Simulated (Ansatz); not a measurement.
# CHF₂NSi: small, medium and large basis sets

How large a basis does CHF₂NSi need? Two functionals and correlated methods are run in growing sets.

Method: one geometry, several basis sets; program: Ansatz 0.2.0, Gaussian basis.

Levels to be run: PBE0-D4/def2-SVP; ωB97M-V/def2-SVP; PBE0-D4/def2-QZVPP; ωB97M-V/def2-QZVPP; CCSD(T)/cc-pV(D+d)Z; CCSD(T)/cc-pV(T+d)Z; CCSD(T)/cc-pV(Q+d)Z; the functionals' def2-TZVPP values are taken from earlier runs.

### Step 1. Structure used throughout

All runs share one geometry, relaxed beforehand with PBE0-D4 in a triple-zeta def2 set.

SMILES `N#C[SiH](F)F`, 6 atoms, charge 0, spin multiplicity 1.

Atoms are counted from 1 here; the program's logs count them from 0.

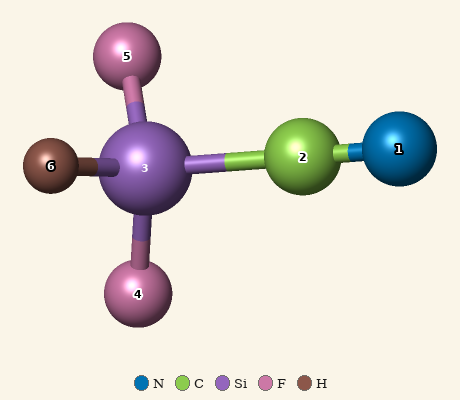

The structure; nitrogen blue, carbon green, silicon purple, fluorine pink, hydrogen brown; atoms are numbered from 1 in the order of the file.

### Step 2. PBE0-D4 in def2-SVP

in.yaml reads:

```yaml
crystal:
  periodic: [false, false, false]
  atoms:
    - {symbol: N, position_ang: [0.362526, -2.300159, 0.730916]}
    - {symbol: C, position_ang: [0.194766, -1.221320, 0.366833]}
    - {symbol: Si, position_ang: [-0.075795, 0.525891, -0.136365]}
    - {symbol: F, position_ang: [-1.389055, 0.569639, -1.002501]}
    - {symbol: F, position_ang: [1.145698, 0.953753, -1.031735]}
    - {symbol: H, position_ang: [-0.196041, 1.408096, 1.026652]}
basis:
  gaussian: {orbitals: def2-SVP}
hamiltonian: {xc: pbe0, dispersion: d4}
output: {orbitals: {seedname: orbitals}}
```

Started as:

```
$ ansatz run in.yaml --threads 2 --pin off --events-out ev --progress --plain --max-ram 32768MiB --backend cpu
```

The program printed:

```text
Functional definition: PBE0
  name "PBE0"
  cite "Adamo & Barone, J. Chem. Phys. 110, 6158 (1999) doi:10.1063/1.478522"
  cite "Perdew, Burke & Ernzerhof, Phys. Rev. Lett. 77, 3865 (1996) doi:10.1103/PhysRevLett.77.3865"
  parent pbe
  parameter a = 0.25
  parameter kappa = 0.804
  parameter beta = 0.06672455060314922
  exchange = (1 - a)*pbe_x(kappa = kappa, mu = beta*pi^2/3) + a*exact_x
  correlation = pbe_c(beta = beta)
761 factors; integrals over basis functions are off by at most 1.0e-3 eV
mean field evaluation 1: about -15832.3837 eV, gradient 4.9e1 eV
mean field evaluation 2: about -15824.5216 eV, gradient 7.9e1 eV
mean field evaluation 4: about -15836.7922 eV, gradient 3.6e0 eV
mean field evaluation 8: about -15836.9215 eV, gradient 2.4e-1 eV
mean field evaluation 16: about -15836.9216 eV, gradient 2.9e-5 eV
mean field -15836.92159815 eV, -581.9961340809 hartree, gradient 2.9e-5 eV, S^2 0.000000; 0 other end points of the search recorded, 0 dependent functions left out
reference -15836.92161693 eV, -581.9961347711 hartree; 23, 23 occupied and 56, 56 virtual orbitals, 761 factors
Total energy: -15837.01921430 eV, -581.9997214084 hartree
```

It took 1.7 s on 2 threads, shared host.

### Step 3. ωB97M-V in def2-SVP

in.yaml, as its differences from that of step 2:

```diff
@@ -11,3 +11,3 @@
   gaussian: {orbitals: def2-SVP}
-hamiltonian: {xc: pbe0, dispersion: d4}
+hamiltonian: {xc: {name: wB97M-V}}
 output: {orbitals: {seedname: orbitals}}
```

The command is unchanged.

The program printed, shortened:

```text
Functional definition: wB97M-V
  name "wB97M-V"
  cite "Mardirossian & Head-Gordon, J. Chem. Phys. 144, 214110 (2016) doi:10.1063/1.4952647"
  cite "Becke, J. Chem. Phys. 107, 8554 (1997) doi:10.1063/1.475007"
  cite "Vydrov & Van Voorhis, J. Chem. Phys. 133, 244103 (2010) doi:10.1063/1.3521275"
  # Of w^i u^j: cxij and so on, Table III.
[...]
  gx(w, u) = 1 - cx + cx01*u + cx10*w
  gss(w, u) = css00 + css04*u^4 + css10*w + css20*w^2 + css43*w^4*u^3
  gos(w, u) = cos00 + cos10*w + (cos20 + cos21*u)*w^2 + (cos60 + cos61*u)*w^6
[...]
      + integral(e_c_pw_mod_opposite_spin*gos(b97_w_opposite, b97_u_opposite)) + vv10(b, c)
761 factors; integrals over basis functions are off by at most 1.0e-3 eV
196 factors; integrals over basis functions are off by at most 4.9e-6 eV
[...]
mean field -15846.00281211 eV, -582.3298625386 hartree, gradient 1.5e-5 eV, S^2 0.000000; 0 other end points of the search recorded, 0 dependent functions left out
reference -15846.00284180 eV, -582.3298636295 hartree; 23, 23 occupied and 56, 56 virtual orbitals, 761 factors
Total energy: -15846.00284180 eV, -582.3298636295 hartree
```

Wall time 5.5 s (2 threads, shared host).

### Step 4. PBE0-D4 in def2-QZVPP

in.yaml, as its differences from that of step 3:

```diff
@@ -10,4 +10,4 @@
 basis:
-  gaussian: {orbitals: def2-SVP}
-hamiltonian: {xc: {name: wB97M-V}}
+  gaussian: {orbitals: "def2-QZVPP.json"}
+hamiltonian: {xc: pbe0, dispersion: d4}
 output: {orbitals: {seedname: orbitals}}
```

The command is unchanged.

The program printed:

```text
Functional definition: PBE0
  name "PBE0"
  cite "Adamo & Barone, J. Chem. Phys. 110, 6158 (1999) doi:10.1063/1.478522"
  cite "Perdew, Burke & Ernzerhof, Phys. Rev. Lett. 77, 3865 (1996) doi:10.1103/PhysRevLett.77.3865"
  parent pbe
  parameter a = 0.25
  parameter kappa = 0.804
  parameter beta = 0.06672455060314922
  exchange = (1 - a)*pbe_x(kappa = kappa, mu = beta*pi^2/3) + a*exact_x
  correlation = pbe_c(beta = beta)
1151 factors; their error is unknown
mean field evaluation 1: about -15845.2447 eV, gradient 5.7e1 eV
mean field evaluation 2: about -15836.7325 eV, gradient 8.8e1 eV
mean field evaluation 4: about -15850.5134 eV, gradient 5.7e0 eV
mean field evaluation 8: about -15850.5771 eV, gradient 1.8e-1 eV
mean field -15850.57717095 eV, -582.4979671253 hartree, gradient 4.6e-5 eV, S^2 0.000000; 0 other end points of the search recorded, 0 dependent functions left out
reference -15850.57720180 eV, -582.4979682590 hartree; 23, 23 occupied and 305, 305 virtual orbitals, 1151 factors
Total energy: -15850.67479917 eV, -582.5015548963 hartree
```

It took 8.5 s on 2 threads, shared host; peak memory 0.81 GiB.

### Step 5. ωB97M-V in def2-QZVPP

in.yaml, as its differences from that of step 4:

```diff
@@ -11,3 +11,3 @@
   gaussian: {orbitals: "def2-QZVPP.json"}
-hamiltonian: {xc: pbe0, dispersion: d4}
+hamiltonian: {xc: {name: wB97M-V}}
 output: {orbitals: {seedname: orbitals}}
```

Same command.

The program printed, shortened:

```text
Functional definition: wB97M-V
  name "wB97M-V"
  cite "Mardirossian & Head-Gordon, J. Chem. Phys. 144, 214110 (2016) doi:10.1063/1.4952647"
  cite "Becke, J. Chem. Phys. 107, 8554 (1997) doi:10.1063/1.475007"
  cite "Vydrov & Van Voorhis, J. Chem. Phys. 133, 244103 (2010) doi:10.1063/1.3521275"
  # Of w^i u^j: cxij and so on, Table III.
[...]
  gx(w, u) = 1 - cx + cx01*u + cx10*w
  gss(w, u) = css00 + css04*u^4 + css10*w + css20*w^2 + css43*w^4*u^3
  gos(w, u) = cos00 + cos10*w + (cos20 + cos21*u)*w^2 + (cos60 + cos61*u)*w^6
[...]
      + integral(e_c_pw_mod_opposite_spin*gos(b97_w_opposite, b97_u_opposite)) + vv10(b, c)
1131 factors; their error is unknown
224 factors; integrals over basis functions are off by at most 1.1e-5 eV
[...]
mean field -15859.81297785 eV, -582.8373767688 hartree, gradient 5.4e-5 eV, S^2 0.000000; 0 other end points of the search recorded, 0 dependent functions left out
reference -15859.81302657 eV, -582.8373785591 hartree; 23, 23 occupied and 305, 305 virtual orbitals, 1131 factors
Total energy: -15859.81302657 eV, -582.8373785591 hartree
```

Wall time 20 s (2 threads, shared host); peak memory 0.96 GiB.

### Step 6. Functionals by basis

The def2-TZVPP values come from earlier runs at the same geometry.

```
functional       basis  functions  energy (eV)  from the largest (eV)  HOMO (eV)  LUMO (eV)
   PBE0-D4    def2-SVP         79  -15837.0192                 13.656     -10.59      -1.14
   PBE0-D4  def2-TZVPP        180  -15849.9564                  0.718     -10.65      -1.40
   PBE0-D4  def2-QZVPP        328  -15850.6748                  0.000     -10.67      -1.45
   ωB97M-V    def2-SVP         79  -15846.0028                 13.810     -12.89       1.10
   ωB97M-V  def2-TZVPP        180  -15859.1521                  0.661     -12.98       0.71
   ωB97M-V  def2-QZVPP        328  -15859.8130                  0.000     -13.00       0.55
```

### Step 7. CCSD(T) in cc-pV(D+d)Z

in.yaml, as its differences from that of step 5:

```diff
@@ -10,4 +10,3 @@
 basis:
-  gaussian: {orbitals: "def2-QZVPP.json"}
-hamiltonian: {xc: {name: wB97M-V}}
-output: {orbitals: {seedname: orbitals}}
+  gaussian: {orbitals: "cc-pV(D+d)Z.json"}
+correlation: {method: ccsd_t}
```

Same command.

The program printed, shortened:

```text
Functional definition: HF
  name "HF"
  cite "Fock, Z. Phys. 61, 126 (1930) doi:10.1007/BF01340294"
  parent pbe
[...]
829 factors; integrals over basis functions are off by at most 7.7e-4 eV
[...]
mean field -15805.83231526 eV, -580.8536240078 hartree, gradient 1.2e-6 eV, S^2 0.000000; 0 other end points of the search recorded, 0 dependent functions left out
9 core orbitals not correlated: weight in the atoms' cores, before any rotation towards them, 1.000 or more for the frozen orbitals, at most 0.000 for the correlated occupied ones
reference -15805.83231526 eV, -580.8536240078 hartree; 14, 14 occupied and 61, 61 virtual orbitals, 829 factors
second order -20.11403342 eV of doubles, -0.00000000 eV of singles
cycle   1  -19.85163413 eV  change    2.6e-1 eV  update   1.1e-1
[...]
cycle   9  -20.52191712 eV  change   -1.5e-5 eV  update   1.4e-5
perturbative correction -0.55823138 eV, -0.0205146249 hartree
Total energy: -15826.91246375 eV, -581.6283051764 hartree
```

Run time: 7.5 s. Hardware: 2 threads, shared host.

### Step 8. CCSD(T) in cc-pV(T+d)Z

in.yaml, as its differences from that of step 7:

```diff
@@ -10,3 +10,4 @@
 basis:
-  gaussian: {orbitals: "cc-pV(D+d)Z.json"}
+  gaussian: {orbitals: "cc-pV(T+d)Z.json"}
 correlation: {method: ccsd_t}
+output: {orbitals: {seedname: orbitals}}
```

Started as:

```
$ ansatz run in.yaml --threads 2 --pin off --events-out ev --progress --plain --max-ram 32768MiB --backend cuda --devices 0, --max-vram 18GiB
```

The program printed, shortened:

```text
Functional definition: HF
  name "HF"
  cite "Fock, Z. Phys. 61, 126 (1930) doi:10.1007/BF01340294"
  parent pbe
[...]
1053 factors; integrals over basis functions are off by at most 1.1e-3 eV
[...]
mean field -15809.27906771 eV, -580.9802898241 hartree, gradient 1.8e-6 eV, S^2 0.000000; 0 other end points of the search recorded, 0 dependent functions left out
9 core orbitals not correlated: weight in the atoms' cores, before any rotation towards them, 1.000 or more for the frozen orbitals, at most 0.000 for the correlated occupied ones
reference -15809.27906771 eV, -580.9802898241 hartree; 14, 14 occupied and 150, 150 virtual orbitals, 1053 factors
second order -25.77352836 eV of doubles, -0.00000000 eV of singles
cycle   1  -25.16136356 eV  change    6.1e-1 eV  update   1.2e-1
[...]
cycle   9  -25.94056318 eV  change   -2.8e-5 eV  update   1.4e-5
perturbative correction -0.99904417 eV, -0.0367141961 hartree
Total energy: -15836.21867506 eV, -581.9703021338 hartree
```

It took 12 s on 1 × H100 (card shared with other runs) with 2 threads, shared host; peak host memory 0.78 GiB.

### Step 9. CCSD(T) in cc-pV(Q+d)Z

in.yaml, as its differences from that of step 8:

```diff
@@ -10,4 +10,3 @@
 basis:
-  gaussian: {orbitals: "cc-pV(T+d)Z.json"}
+  gaussian: {orbitals: "cc-pV(Q+d)Z.json"}
 correlation: {method: ccsd_t}
-output: {orbitals: {seedname: orbitals}}
```

Launched as before.

The program printed, shortened:

```text
Functional definition: HF
  name "HF"
  cite "Fock, Z. Phys. 61, 126 (1930) doi:10.1007/BF01340294"
  parent pbe
[...]
1920 factors; integrals over basis functions are off by at most 6.5e-4 eV
[...]
mean field -15810.09543489 eV, -581.0102907648 hartree, gradient 1.9e-6 eV, S^2 0.000000; 0 other end points of the search recorded, 0 dependent functions left out
9 core orbitals not correlated: weight in the atoms' cores, before any rotation towards them, 1.000 or more for the frozen orbitals, at most 0.000 for the correlated occupied ones
reference -15810.09543489 eV, -581.0102907648 hartree; 14, 14 occupied and 291, 291 virtual orbitals, 1920 factors
second order -27.90370406 eV of doubles, -0.00000000 eV of singles
cycle   1  -27.06283032 eV  change    8.4e-1 eV  update   1.2e-1
[...]
cycle   9  -27.86857242 eV  change   -2.9e-5 eV  update   1.4e-5
perturbative correction -1.12797551 eV, -0.0414523354 hartree
Total energy: -15839.09198283 eV, -582.0758942467 hartree
```

Run time: 14 s. Hardware: 1 × H100 (card shared with other runs) with 2 threads, shared host; peak host memory 1.4 GiB.

The pieces so far (eV):

```csv
basis,HF,MP2 correlation,CCSD correlation,(T),total
cc-pV(D+d)Z,-15805.8323,-20.1140,-20.5219,-0.5582,-15826.9125
cc-pV(T+d)Z,-15809.2791,-25.7735,-25.9406,-0.9990,-15836.2187
cc-pV(Q+d)Z,-15810.0954,-27.9037,-27.8686,-1.1280,-15839.0920
```

### Step 10. From triple and quadruple zeta to the limit

No new run: Hartree-Fock is extrapolated as exp(−5.46√X) and correlation as X^−3.05, with X = 3 and 4.

| level | energy at the limit (eV) |
| --- | --- |
| HF | -15810.3414 |
| MP2 | -15839.7616 |
| CCSD | -15839.5825 |
| CCSD(T) | -15840.8023 |

```
      basis  HF above its limit (eV)  share of the MP2 correlation limit (%)
cc-pV(D+d)Z                    4.509                                    68.4
cc-pV(T+d)Z                    1.062                                    87.6
cc-pV(Q+d)Z                    0.246                                    94.8
```

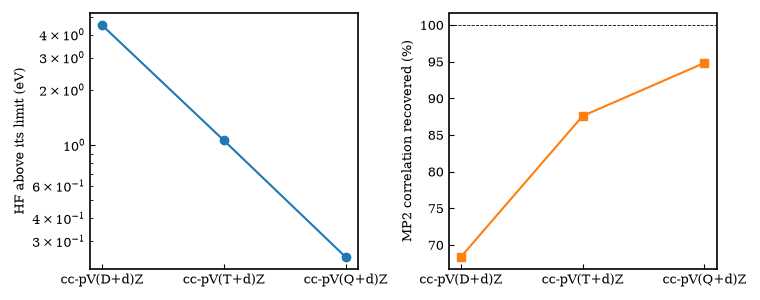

Hartree-Fock converges fast with the basis, correlation slowly.

### Step 11. What came out

```
                                                                 quantity           value
                                   MP2 correlation recovered, cc-pV(D+d)Z          68.4 %
                                   MP2 correlation recovered, cc-pV(T+d)Z          87.6 %
                                   MP2 correlation recovered, cc-pV(Q+d)Z          94.8 %
CCSD(T) limit from def2 sets (earlier runs) less the limit of this series          30 meV
                          PBE0-D4: double and triple zeta above quadruple  13.66, 0.72 eV
                          ωB97M-V: double and triple zeta above quadruple  13.81, 0.66 eV
```

For PBE0-D4 the step from double to triple zeta gains 12.94 eV and the next only 0.72 eV. In cc-pV(D+d)Z MP2 holds 68 % of its limit, in cc-pV(Q+d)Z 95 %, while Hartree-Fock is within 0.246 eV in the largest set. A limit from the def2 sets, made apart, differs by 30 meV, a least measure of the doubt on such a limit. Total energies overstate the basis error of differences, where much of it tends to cancel. The LUMO of ωB97M-V is positive and keeps falling with the basis (1.10 to 0.55 eV): an unbound level that the basis holds in place.

For PBE0-D4 the largest set took about 5 times as long as the smallest (8.5 s against 1.7 s).
